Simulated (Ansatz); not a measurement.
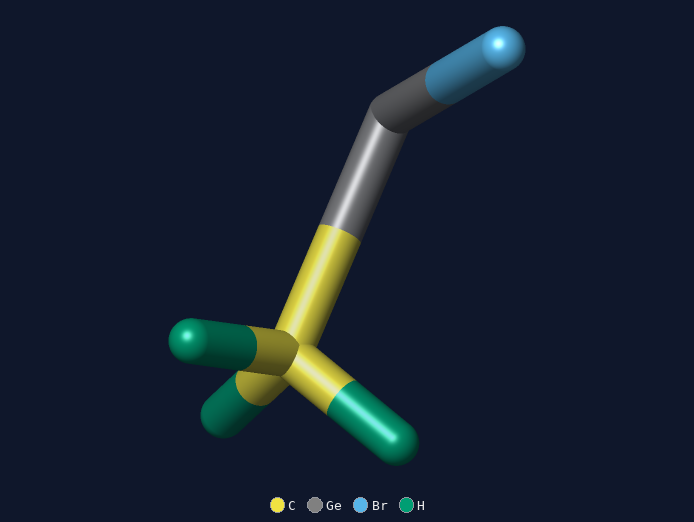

Computed geometry: PBE0-D4/def2-TZVP optimisation.

What does the picture show?

It has 6 atoms: 1 carbon, 3 hydrogen, 1 bromine and 1 germanium (CH3BrGe). SMILES: `[CH3][Ge][Br]`. Coordination: 1 C tetrahedral; 1 Ge bent.

More results for the same structure follow; atom numbers are the same in all pictures, views and colours differ.

## Shape

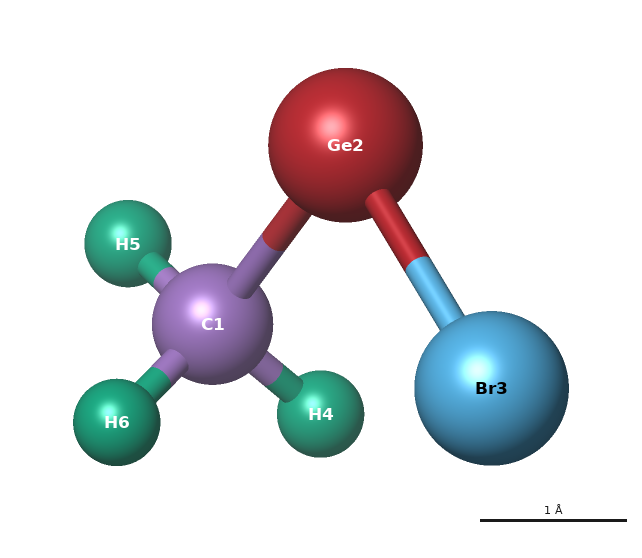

Numbered structure.

Give the bond lengths.

| bond | length (Å) |
| --- | --- |
| C1–Ge2 | 1.985 |
| C1–H4 | 1.094 |
| C1–H5 | 1.092 |
| C1–H6 | 1.094 |
| Ge2–Br3 | 2.358 |

## Thermal motion

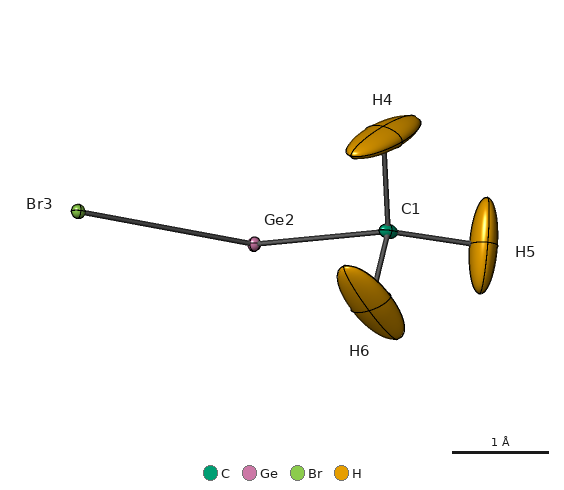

Displacement ellipsoids at the 50 % level, from the internal vibrations of the free molecule (harmonic, no overall translation or rotation; no half-axis is drawn under 0.075 Å). Vibrations computed with RKS PBE0-D4/def2-TZVP (Ansatz 0.2.0). Temperature: 100 K.

Give the displacement parameters, one line for each set of equivalent atoms. Atoms whose distances differ by more than 0.02 Å in this geometry are listed apart.

```tsv
atom	U_eq (Å²)	rms amplitudes (Å)
C1	0.0024	0.025, 0.042, 0.070
Ge2	0.00026	0.008, 0.014, 0.022
Br3	0.00020	0.006, 0.011, 0.022
H4	0.0566	0.078, 0.155, 0.374
H5	0.0471	0.095, 0.155, 0.329
H6	0.0554	0.079, 0.156, 0.368
```

## Vibrations

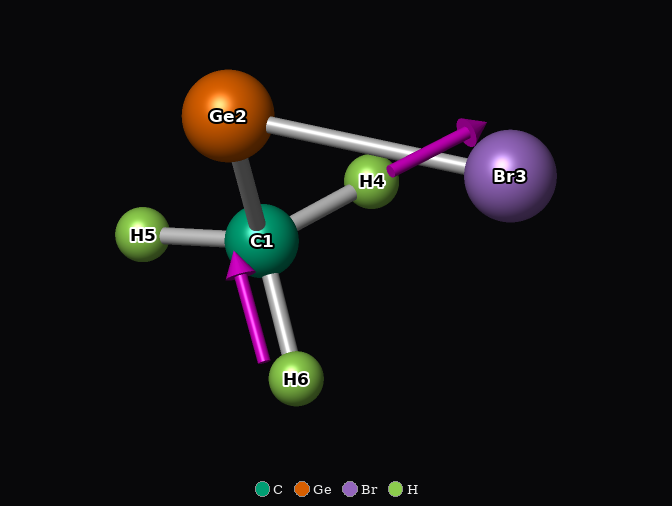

The arrows show one normal mode. Harmonic vibrations computed with RKS PBE0-D4/def2-TZVP (Ansatz 0.2.0) at a stationary point of the same level.

What kind of motion is it?

Answer. Mostly out-of-phase stretching of 2 C–H bonds.

Estimate its harmonic wavenumber.

Answer. 3124 cm⁻¹; it is mode 11 of 12 counted from the lowest.

## Levels of theory compared

Program: Ansatz 0.2.0.

Tabulate vertical IP (eV) at these levels: B2PLYP (frozen core)/def2-TZVPP; B3LYP-D4/def2-TZVPP; PBE-D4/def2-TZVPP; PBE0-D4/def2-TZVPP; r2SCAN-D4/def2-TZVPP; ωB97M-V/def2-TZVPP; ωB97X-V/def2-TZVPP.

```json
{"level": "B2PLYP (frozen core)/def2-TZVPP", "vertical IP (eV)": "8.89"}
{"level": "B3LYP-D4/def2-TZVPP", "vertical IP (eV)": "8.92"}
{"level": "PBE-D4/def2-TZVPP", "vertical IP (eV)": "8.71"}
{"level": "PBE0-D4/def2-TZVPP", "vertical IP (eV)": "8.87"}
{"level": "r2SCAN-D4/def2-TZVPP", "vertical IP (eV)": "8.81"}
{"level": "ωB97M-V/def2-TZVPP", "vertical IP (eV)": "9.00"}
{"level": "ωB97X-V/def2-TZVPP", "vertical IP (eV)": "9.02"}
```

## Dipole moment

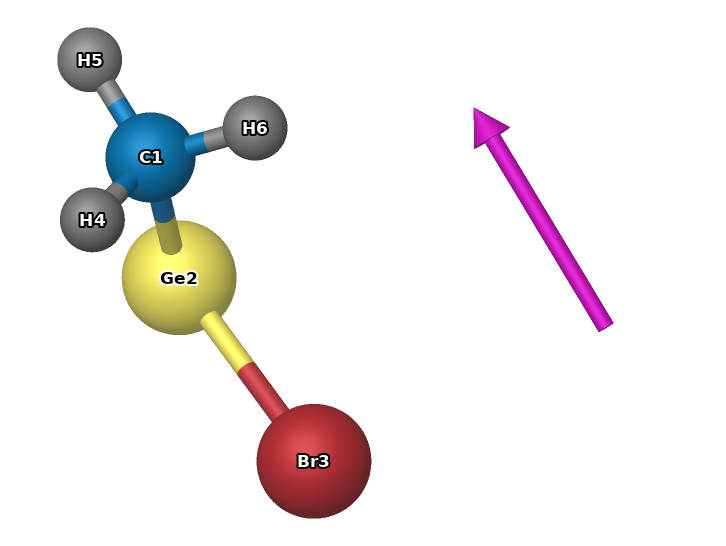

The arrow beside the molecule shows the direction of the dipole moment, from the negative to the positive end (its length means nothing). Level of theory: RKS PBE0-D4/def2-TZVP (Ansatz 0.2.0).

How large is the dipole moment?

Answer. 2.29 D; it points from the side of Br3 to the side of H5 (the outermost atoms at the two ends).
